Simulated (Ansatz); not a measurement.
# What LiBe in Pmma, a phase reached by a soft mode distorts into, part 3 of 3

Which phase does LiBe in Pmma, a phase reached by a soft mode fall into along its unstable mode, and how much energy does it gain?

Ansatz 0.2.0; DFT PBEsol, scalar-relativistic, plane waves, PAW; PAW set soft_1.

So far. Step 4 (The mode frozen in, largest atomic shift 0.45 Å): The run ends at a pressure of -1.64 GPa, with forces up to 0.45 eV/Å. Step 5 (Energy along the mode, all amplitudes (two of the runs …): The lowest of the steps tried is at 0.45 Å, 48.1 meV/atom below the parent; the bottom of the well need not coincide with a step.

## 7. The new phase in its own primitive cell (continued)

The steps of the relaxation:

| step | energy less that of the first step (eV) | largest force component (eV/Å) | pressure (GPa) | volume (Å³) |
| --- | --- | --- | --- | --- |
| 1 | 0.0000 | 0.0046 | 0.02 | 45.26 |
| 2 | -0.0001 | 0.0051 | -0.03 | 45.31 |
| 3 | -0.0001 | 0.0042 | -0.02 | 45.27 |
| 4 | -0.0001 | 0.0131 | -0.03 | 45.20 |
| 5 | -0.0002 | 0.0024 | -0.01 | 45.24 |
| 6 | -0.0001 | 0.0230 | -0.02 | 45.13 |
| 7 | -0.0002 | 0.0010 | 0.00 | 45.18 |
| 8 | -0.0002 | 0.0095 | 0.00 | 45.15 |
| 9 | -0.0002 | 0.0038 | -0.01 | 45.17 |
| 10 | -0.0002 | 0.0054 | 0.01 | 45.12 |
| 11 | -0.0002 | 0.0100 | 0.01 | 45.11 |
| 12 | -0.0003 | 0.0006 | 0.01 | 45.12 |
| 13 | -0.0003 | 0.0002 | 0.00 | 45.15 |
| 14 | -0.0003 | 0.0005 | -0.02 | 45.17 |
| 15 | -0.0003 | 0.0001 | 0.00 | 45.15 |
| 16* | -0.0003 | 0.0001 | 0.00 | 45.15 |

Relaxation steps marked * repeat the geometry before them on a plane-wave basis chosen anew for their cell, so energy and pressure can jump there. Relaxation steps 4, 6, 8, 11, 14 were tried and not accepted.

Forces are held to the 4 operations that the run works with; a distortion that breaks them can't arise in this run.

| cell as run | before | after | change |
| --- | --- | --- | --- |
| a (Å) | 2.286 | 2.282 | -0.2 % |
| b (Å) | 3.595 | 3.610 | +0.4 % |
| c (Å) | 5.513 | 5.482 | -0.6 % |
| β (°) | 92.59 | 91.36 | -1.3 % |
| volume (Å³/atom) | 11.32 | 11.29 | -0.2 % |

The atoms that moved most (Å, as changes of fractional coordinates times the final cell):

| atom | dx | dy | dz | length |
| --- | --- | --- | --- | --- |
| Li1 | 0.011 | 0.000 | -0.005 | 0.012 |
| Li2 | -0.011 | 0.000 | 0.005 | 0.012 |
| Be3 | -0.005 | 0.000 | 0.004 | 0.006 |
| Be4 | 0.005 | 0.000 | -0.004 | 0.006 |

Final coordinates:

```xyz
4
Lattice="2.2822 0.0000 0.0247 0.0000 3.6101 0.0000 -0.1894 0.0000 5.4785" Properties=species:S:1:pos:R:3 pbc="T T T"
Li    1.6755    0.9025    0.8691
Li    0.4173    2.7075    4.6341
Be    1.6068    0.9025    3.1740
Be    0.4860    2.7075    2.3292
```

Numbers from this step:

```yaml
pressure: -6.91e-4 GPa
volume_per_atom: 11.29 Å³
```

The largest force component left is 0.063 meV/Å and the pressure is -0.001 GPa, within the tolerances set. The cell now holds 11.29 Å³/atom.

## 8. Modes of the new phase

A relaxed structure may still be a saddle point, so its zone-centre modes are computed. No field response is asked, since the mesh shows no gap.

Contents of input.yaml:

```yaml
crystal:
  lattice:
    - [2.282151667, 0.0, 0.0246676787]
    - [0.0, 3.6100588346, 0.0]
    - [-0.189355091, 0.0, 5.4785227825]
  atoms:
    - { symbol: Li, position: [0.747068124, 0.25, 0.1552776426] }
    - { symbol: Li, position: [0.252931876, 0.75, 0.8447223574] }
    - { symbol: Be, position: [0.7518419424, 0.25, 0.5759658109] }
    - { symbol: Be, position: [0.2481580576, 0.75, 0.4240341891] }
kpoints:
  mp_grid: { grid: [18, 12, 8] }
hamiltonian:
  xc: pbesol
  pseudopotentials: { kind: paw, azcp: { folder: soft_1 }, xc_functional: pbe }
scf:
  occupations: { method: methfessel_paxton, width: 0.2 }
output:
  eigenvalues: true
phonons:
  method: dfpt
```

Command:

```sh
$ ansatz run input.yaml --threads 4 --pin off --max-ram 10240MiB --backend cpu --events-out ev --progress --plain --runs-dir out
```

Numbers of over 12 decimals in the logs are rounded to 6 here.

Log:

```text
[...]
Crystal: 4 atoms, lattice volume = 45.153 Å³
Basis set: ecut = 420 eV, 873 PW (Γ), exchange–correlation on 32×60×80 points (8 copies of the dense FFT grid, shifted against one another)
Bands: 9, of which v1, the nominal top of the filled ones, is band 5 counted from 1 (4 counted from 0)
Symmetry: 4 space group operations
k-points: 518 of 1728 (irreducible under 2 space group operations, time reversal used)
[...]
SCF iter   1: F=—  HF=-586.122179 eV  |F-HF|=—  |Δ(HF+E_count)|=         —  Δρ=1.40e-2  dr2=2.83e-1  ethr=3.10e-3  ⟨swp⟩=5.2  Hψ=30130  notcnv=0
[...]
SCF iter   9: F=-586.025159 eV  HF=-586.025159 eV  |F-HF|=3.41e-13  |Δ(HF+E_count)|=  2.96e-12  S|Δr|=    0.00e0  Δρ=7.27e-9  dr2=5.08e-14  ethr=1.00e-12  ⟨swp⟩=4.9  Hψ=15432  notcnv=0
[...]
SCF 1 converged in 9 iterations: F = -586.025159 eV  dr2 = 5.08e-14
[...]
SCF converged after 9 iterations
[...]
Free energy (F): -586.025159 eV
[...]
Internal energy: -586.026560 eV  (E = F + TS)
E sigma→0 (E₀):  -586.025509 eV
Entropy (-TS):   0.001400 eV (0.350 meV/atom)
Fermi energy:    3.861676 eV
[...]
--- Band table (eV; the first three rows and the last of 518) ---
[...]
ASR residual: 4.312e-5 → 0.000e0 eV/Å²; symmetrization residual: 1.487e-7 eV/Å²
  ASR residual per site (eV/Å²): 1.44e-6 1.44e-6 4.31e-5 4.31e-5
[...]
```

Wall time 26 s (4 threads of Arm Neoverse V1, shared host); peak memory 1 GiB.

Numbers from this step:

* sum-rule residual before enforcement: 4.31e-5 eV/Å²
* point group: 2/m
* highest optical mode at the zone centre (no LO-TO term): 553.3 cm⁻¹
* lowest optical zone-centre mode: 98.4 cm⁻¹

Patterns of degenerate modes are one choice out of their space. Modes at Γ, with each element's share of the kinetic energy:

| mode | frequency (cm⁻¹) | symmetry | Li % | Be % |
| --- | --- | --- | --- | --- |
| 1 | 0.0 | acoustic | 44 | 56 |
| 2 | 0.0 | acoustic | 43 | 57 |
| 3 | 0.0 | acoustic | 44 | 56 |
| 4 | 98.4 | Ag | 96 | 4 |
| 5 | 103.8 | Bu | 56 | 44 |
| 6 | 362.2 | Au | 56 | 44 |
| 7 | 409.2 | Bg | 82 | 18 |
| 8 | 425.2 | Ag | 13 | 87 |
| 9 | 426.0 | Bu | 56 | 44 |
| 10 | 463.5 | Ag | 33 | 67 |
| 11 | 469.1 | Ag | 59 | 41 |
| 12 | 553.3 | Bg | 18 | 82 |

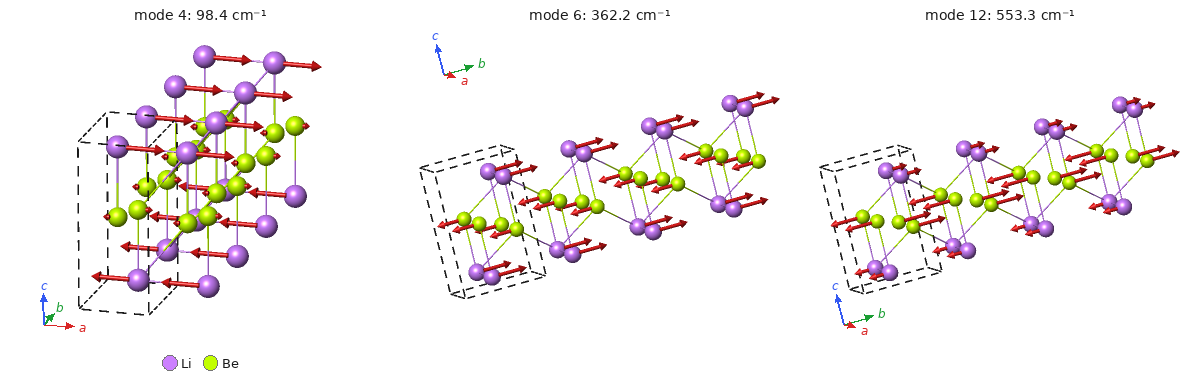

Displacement patterns of modes 4, 6 and 12 at Γ; arrows are exaggerated. 2×4×1 cells are drawn.

Before it was imposed, the acoustic sum rule was missed by 4.3e-5 eV/Å². Small misses are needed for a sound result but don't prove that mesh and cutoff are converged. The lowest optical mode is real, 98.4 cm⁻¹.

## 9. The phases reached

The phases reached along the modes that were followed are set side by side.

Energies are those of the first relaxation, on the mesh of the frozen mode; space group, volume and gap are those of the last relaxation. Phases, by row:

| mode frozen in | space group | energy from parent (meV/atom) | volume (Å³/atom) | gap on mesh (eV) | lowest zone-centre optical mode (cm⁻¹) | largest shift (Å) |
| --- | --- | --- | --- | --- | --- | --- |
| parent | Pmma | 0 | 11.06 | 0 | – | – |
| q = (0, 0, 0), 310i cm⁻¹ | P2_1/m | -97.58 | 11.29 | 0 | 98.4 | 0.36 |

## 10. Outcome

```
unstable mode of the parent                                                      : q = (0, 0, 0), 310i cm⁻¹
depth at the lowest point sampled                                                : 48.1 meV/atom
largest atomic shift at that point                                               : 0.45 Å
space group reached (within 0.01 Å)                                              : P2_1/m
energy gained over the parent (first relaxation, on the mesh of the frozen mode) : 97.6 meV/atom
volume per atom, phase reached                                                   : 11.3 Å³
lowest optical zone-centre mode, phase reached                                   : 98.4 cm⁻¹
highest optical mode at the zone centre (no LO-TO term), phase reached           : 553 cm⁻¹
```

Along this mode the structure falls into P2_1/m, 97.6 meV/atom below the parent. At the parent's cell the well is 48.13 meV/atom deep on the steps tried, with its lowest point at a shift of 0.45 Å. Relaxing atoms and cell changes the gain by +49.46 meV/atom against the lowest step (energies at zero smearing). The new phase has no imaginary mode at the zone centre of its cell; other wavevectors were not checked. Each path keeps the symmetry of its pattern, so a lower phase may lie along a pattern not tried. With no gap, or one that is small against the smearing, the frequencies hang on the k mesh and the smearing, most of all near Kohn anomalies. The PAW files were made for PBE and serve the other functionals too.

[Logs are printed without paths, hosts, clocks, repeated set-up lines and the standing remarks that a program may print on its own settings, such as how far it seeks lower states.]

[Hosts, paths, dates, database ids (printed as entryN), source tags and the programs' standing remarks are cut or masked in the printed files.]
